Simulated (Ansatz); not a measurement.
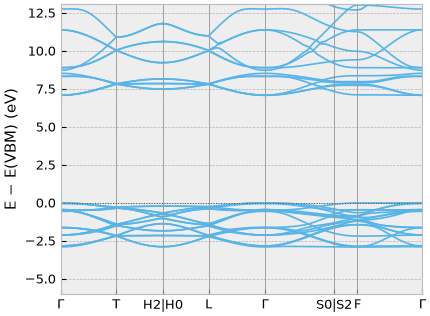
Fig. 1. Band structure from plane-wave PAW r²SCAN (Ansatz code)

### Question
Read off the gap and where the band edges lie.

### Answer
About 7.1 eV (7.08 eV by a search for the band edges); maximum at Γ, minimum at Γ.

### Question
Which compound is it?
A) SiO2, R32 (Si on 9e, O on 9e, O on 9d)
B) ScF3, R-3c (Sc on 6b, F on 18e)
C) SiO2, R-3m (Pearson symbol hR36)

### Answer
B, ScF3, R-3c (Sc on 6b, F on 18e)

The workflow started from a Materials Project entry (that database holds measured and hypothetical structures alike); the Crystallography Open Database copy checked does not list it. COD files the formula under space group No. 155, 191, 194, 221. Its standing as an ambient phase is unchecked. The r²SCAN relaxation kept the symmetry of its start; its stability against distortions is not shown here. The run is not spin-polarised.

Potentials: the earlier of the program's two PAW sets. The files were generated under PBE; for other functionals the program regenerates the frozen cores, and for LDA and PBEsol the local potential too.
